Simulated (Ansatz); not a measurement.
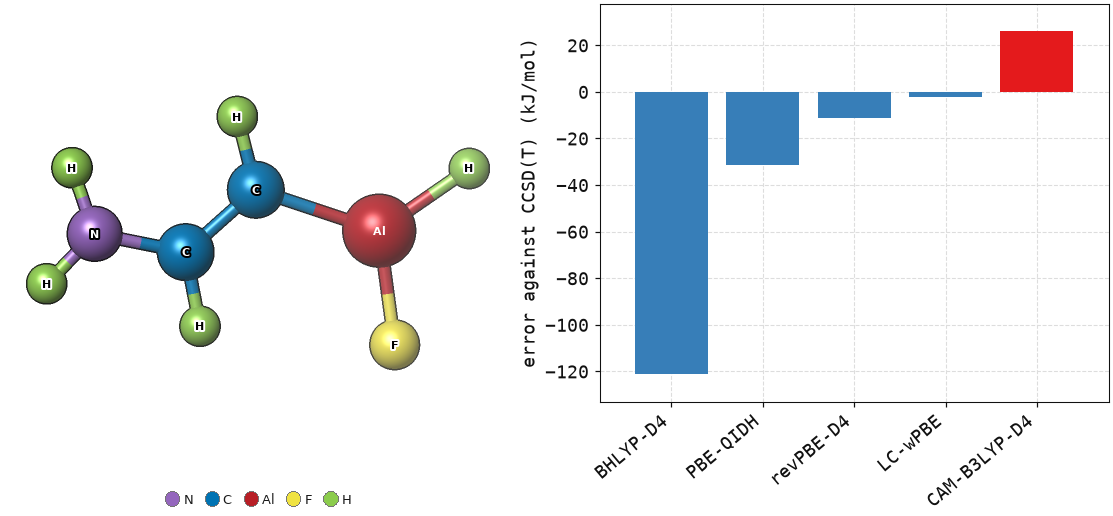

Error in the electronic atomisation energy (method less reference, so positive means overbinding) of C₂H₅AlFN (enamine tautomer), SMILES N/C=[CH]/[AlH][F], singlet: functionals in def2-TZVPP against frozen-core CCSD(T) at the limit (MP2 extrapolated from triple and quadruple zeta, plus CCSD(T) less MP2 in a smaller set), which gives 3841.5 kJ/mol, at a PBE0-D4/def2-TZVP geometry (a minimum by its frequencies), no zero-point or spin-orbit term, the Ansatz code. The reference leaves out core correlation, a term that grows with the number of heavy atoms. PBE-QIDH holds a correlation term that converges slowly with the basis, so part of the distance to the limit is basis error. No dispersion term is added to PBE-QIDH and LC-wPBE.

What range do the values span?

From −121.3 kJ/mol (BHLYP-D4) to 26.0 kJ/mol (CAM-B3LYP-D4).

Give the values.

```
       level  kJ/mol
    BHLYP-D4  −121.3
    PBE-QIDH   −31.3
   revPBE-D4   −11.3
     LC-wPBE    −2.0
CAM-B3LYP-D4    26.0
```

Caveats, for all or some of the runs: one conformer of a flexible molecule.
